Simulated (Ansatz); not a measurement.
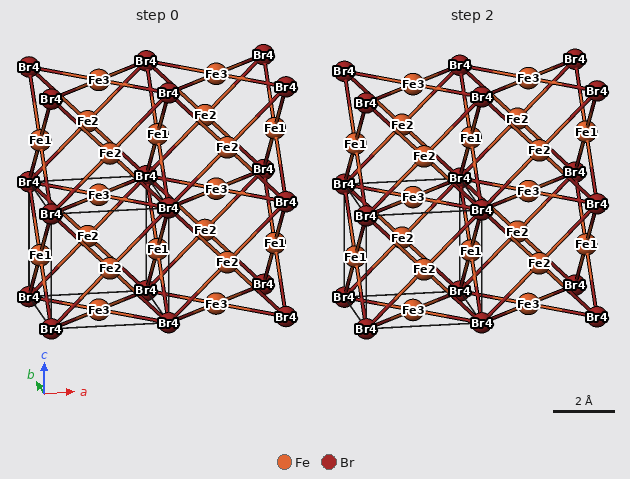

The structure of a crystal of Fe3Br (built on the Cu3Au (L1_2)_221 type) (coarse preliminary run) before (left) and after (right) a relaxation, at one scale.

Style: ball-and-stick. Shown: the cell of the calculation, repeated 2 × 1 × 2 with one cell outlined, slightly off an axis.

Case: Cu3Au (L1_2) type (Pm-3m, No. 221).

The calculation used DFT PBE, scalar-relativistic, plane waves, PAW (Ansatz). Set-up: plane-wave cutoff 420 eV; k-point mesh 4 × 4 × 4; occupations gaussian; smearing width 0.1 eV; collinear spin; cell and atoms relaxed; force threshold 0.04 eV/Å; at most 70 steps.

Question: Summarise the run.

Answer: The atoms keep their places relative to the cell (all moves are under 0.005 Å). The drawn cell changes as follows: a = b = c 3.934 → 3.868 Å (−1.7 %); the volume changes by −5.0 %. Among the contacts that change: Fe1–Br4 2.782 → 2.735 Å. The space group stays Pm-3m (No. 221). Over 1 accepted move (2 points after the start) the energy falls by 49.1 meV per cell of the calculation. All forces vanish by symmetry, so only the cell relaxes. The pressure goes from −4.52 to −0.32 GPa. At 1 point the geometry stayed and the basis and grid were re-selected for the new cell (energy shift of 1.2 meV per cell of the calculation at most each time).

Limits of the set-up: the k-point mesh is coarse for a cell with partly filled bands.
